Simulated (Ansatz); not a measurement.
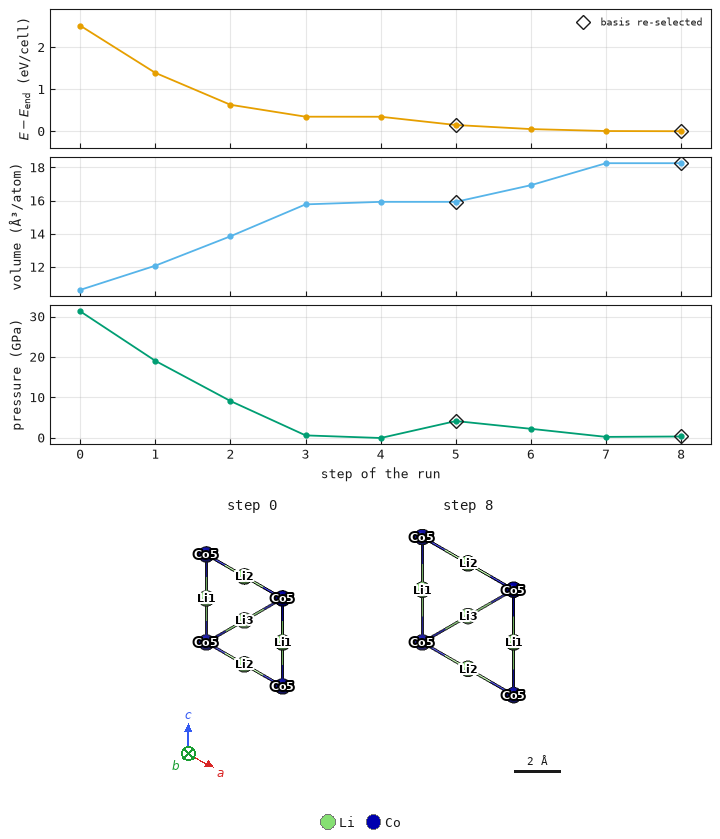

First and last geometry of a relaxation of a crystal of Li₄Co (a generated structure, set up in Im-3m) (coarse preliminary run), with the history of the run. A ball-and-stick model of the cell of the calculation, seen along the b axis.

Level of theory: DFT PBE, scalar-relativistic, plane waves, PAW in Ansatz. Settings: plane-wave cutoff 420 eV; k-point mesh 6 × 6 × 6; occupations gaussian; smearing width 0.1 eV; collinear spin; cell and atoms relaxed; force threshold 0.04 eV/Å; at most 70 steps.

What do the curves and the structures tell?

It converged. After 6 accepted moves (8 points after the start) the energy has fallen by 2.514 eV per cell of the calculation. All forces vanish by symmetry, so only the cell relaxes. Pressure: 31.29 GPa at the start and 0.31 GPa at the end. At 2 points the geometry stayed and the basis and grid were re-selected for the new cell (energy shift of 0.197 eV per cell of the calculation at most each time). The atoms keep their places relative to the cell (all moves are under 0.005 Å). The drawn cell changes as follows: a = b = c 4.101 → 4.913 Å (+19.8 %); the volume changes by +71.9 %. Near-neighbour distances that change, for instance: Li–Li 2.368 → 2.836 Å, Co–Li 2.050 → 2.456 Å. The space group stays Im-3m (No. 229). The program noted that the starting moments weren't kept. The run may lie on a higher electronic state than the lowest, so the end point isn't shown to be the ground-state structure. The run took 40 s on 1 thread of Arm Neoverse V2 (shared host), peak memory 0.38 GiB.

| step | E − E(0), meV/atom | pressure, GPa | volume, Å³/atom | note |
| --- | --- | --- | --- | --- |
| 0 | 0.00 | 31.29 | 10.619 |  |
| 1 | -224.86 | 19.03 | 12.078 |  |
| 2 | -376.88 | 9.09 | 13.851 |  |
| 3 | -433.65 | 0.59 | 15.774 |  |
| 4 | -433.88 | -0.06 | 15.927 |  |
| 5 | -473.22 | 4.13 | 15.927 | same geometry, new basis |
| 6 | -492.64 | 2.21 | 16.931 |  |
| 7 | -501.93 | 0.21 | 18.257 |  |
| 8 | -502.79 | 0.31 | 18.257 | same geometry, new basis |
